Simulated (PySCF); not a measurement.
# C₇H₇BF₂S (SMILES C=CCc1ccc(B(F)F)s1): what the fields show

```
atom    x (Å)    y (Å)    z (Å)
   C  -3.2903  -0.4274   1.4030
   C  -2.0562   0.0733   1.4131
   C  -1.4772   0.9515   0.3386
   C  -0.2504   0.3598  -0.2864
   C  -0.1337  -0.2389  -1.5233
   C   1.1656  -0.7371  -1.7698
   C   2.0424  -0.5286  -0.7211
   B   3.5133  -0.9409  -0.6309
   F   4.1136  -1.5426  -1.6433
   F   4.2351  -0.7176   0.4541
   S   1.2408   0.2980   0.5672
   H  -3.9863  -0.2216   0.5833
   H  -3.6516  -1.0627   2.2155
   H  -1.3836  -0.1642   2.2467
   H  -2.2241   1.1241  -0.4506
   H  -1.2298   1.9394   0.7662
   H  -0.9671  -0.3131  -2.2235
   H   1.4666  -1.2423  -2.6892
```

Geometry: PBE0-D3(BJ)/def2-SVP.

Computed with PySCF, CAM-B3LYP/def2-SVPD, SCF density, gas phase.

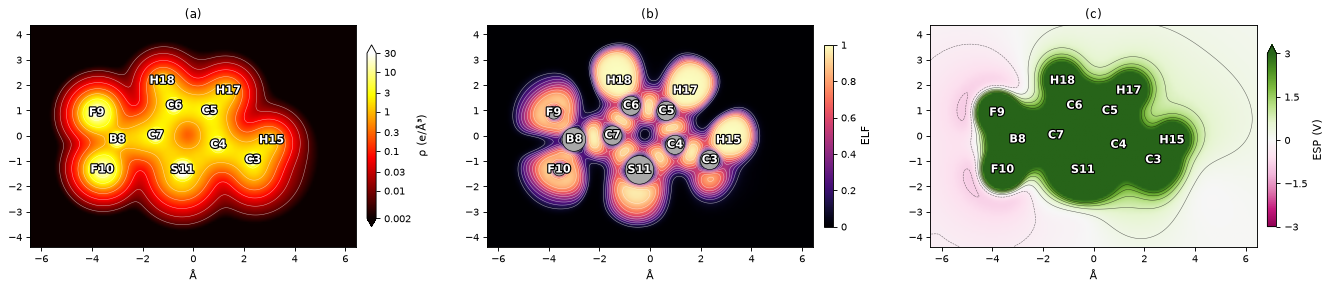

Figure 1. (a) total electron density; (b) electron localisation function; (c) electrostatic potential on the plane of atoms B8, C7 and S11. Grey discs cover the atomic cores in the ELF map.

### Read the bonding off the picture.

The section cuts through C, B, F, S and H sites.
B–F (1.32 Å): ρ at the midpoint is about 2.2 e/Å³; the ELF peaks at about 0.85 between the atoms (a shared but strongly polarised pair).
C–B (1.53 Å): the density is about 1.5 e/Å³ at the midpoint; the ELF peaks at about 1 between the atoms (localised, covalent bonding).
C–S (1.72 Å): the density is about 1.5 e/Å³ at the midpoint; the ELF peaks at about 0.90 between the atoms; localised, covalent bonding.
C–H (1.09 Å): ρ at the midpoint is about 2 e/Å³; the ELF climbs to about 1 towards the hydrogen, as it does in any bond to H: an ordinary covalent bond to hydrogen.
C–C (1.38 Å): the density is about 2.1 e/Å³ at the midpoint; the ELF peaks at about 0.95 between the atoms (localised, covalent bonding).
The ELF also peaks beside S11, F10 and F9, away from the bonds: lone-pair regions.
Outside the dense part of the molecule the potential is most negative (−0.9 V) near F10.

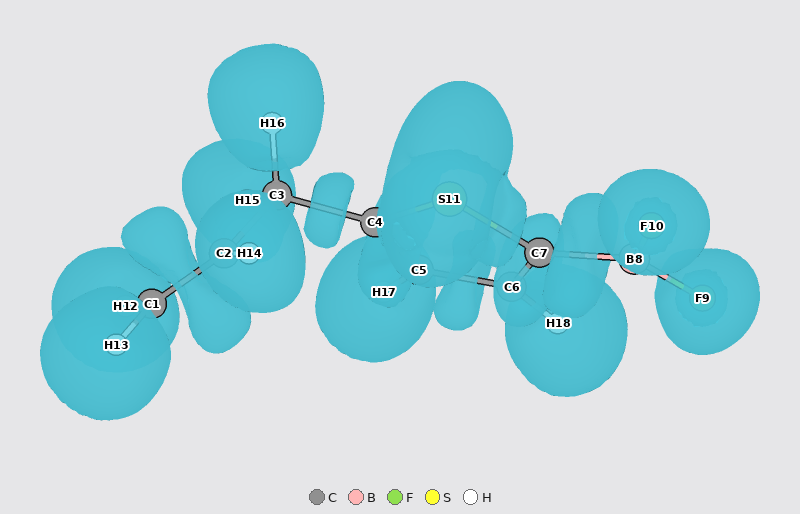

Figure 2. Isosurface of the electron localisation function at 0.75 (cyan), seen from one side. Core shells and regions of very low density are left out.

### Where are the electrons localised?

The surface consists of one region between bonded B–C atoms (shared pairs), six regions between bonded C–C atoms (shared pairs), seven regions around hydrogen nuclei, two regions on F in which the atom's valence shell and bonds are merged and one region on S in which the atom's valence shell and bonds are merged. Profiles from the grid: C–C (1.33 Å): the ELF peaks at about 0.95 between the atoms; a multiple bond.

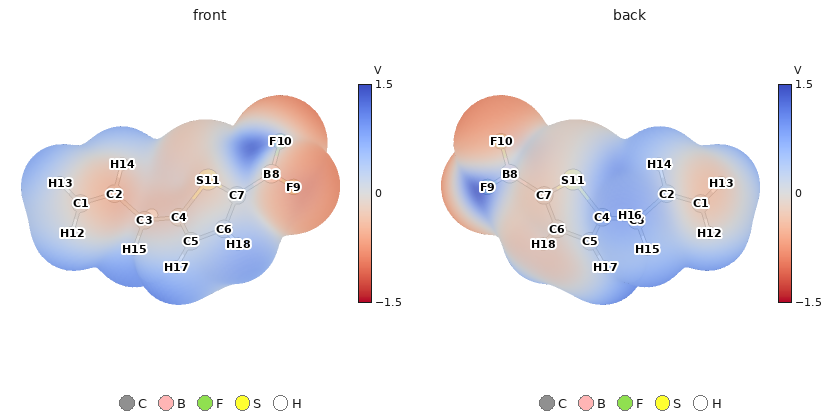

Figure 3. The molecular electrostatic potential painted on the density surface at 0.001 e/bohr³, seen from the front and from behind; red is negative and blue positive.

### Where is the surface potential most negative and most positive?

The most negative region (about −0.8 V, or −18 kcal/mol for a unit charge) lies over F9 and F10, the most positive (about +1.1 V, or +25 kcal/mol for a unit charge) over B8.

### How polar is the molecule by this calculation?

Its dipole moment is 3.20 D.
